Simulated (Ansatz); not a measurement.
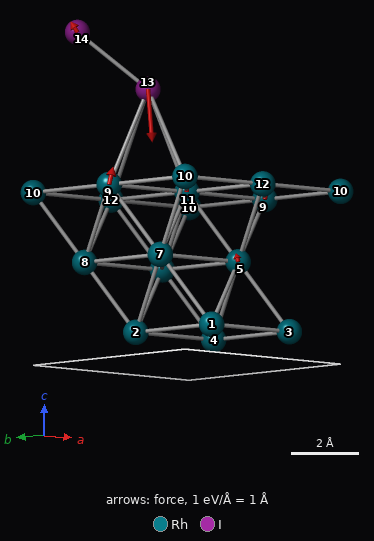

Starting geometry of a slab of composition Rh₆I (cut from the Fm-3m phase) with the computed forces as red arrows. A ball-and-stick model of the cell of the calculation, outlined in the plane, without the vacuum, seen from a free direction.

Case: 1 I2 a cell, tilted, over a bridge Rh-Rh site. The slab is the (1 1 1) face of Rh with I2 on it. 4 atoms are held fixed.

Computed with DFT PBE+D3(BJ), scalar-relativistic, plane waves, PAW in Ansatz 0.2.0. Settings: plane-wave cutoff 420 eV; k-point mesh 4 × 4 × 1; occupations gaussian; smearing width 0.1 eV; no spin polarisation; dipole correction; atoms relaxed in a fixed cell; force threshold 0.04 eV/Å; at most 100 steps.

### Is this structure relaxed? If not, where do the atoms go?

It isn't relaxed: the largest force vector, on an I atom, is 1.64 eV/Å. The final displacements have little in common with the starting forces (cosine between the two patterns 0.25). The atom that moves furthest is an I atom (2.35 Å at 40° to the normal (−c side)). By element the largest moves are I 2.35 Å, Rh 0.17 Å. The cell stays as it was. Some distances before and after: I–Rh 5.028 → 2.823 Å, I–Rh 3.826 → 2.592 Å, I–I 4.085 → 3.235 Å, I–I 4.058 → 3.235 Å. New bonds form: I–Rh (5.03 → 2.82 Å). Among the angles between lasting bonds that change: Rh–I–I 108.0° → 86.5°, Rh–I–I 148.5° → 144.0°. The energy falls by 1.986 eV per cell of the calculation in 17 geometry steps. The largest force component goes from 1.6 to 0.028 eV/Å. Cost: 4 min on 4 threads of Intel(R) Xeon(R) Platinum 8559C (Emerald Rapids), on a shared host, peak memory 2.2 GiB.

Limits of the set-up: the periodic images lie only 5.4 Å apart, so the values are limited by the cell's size.
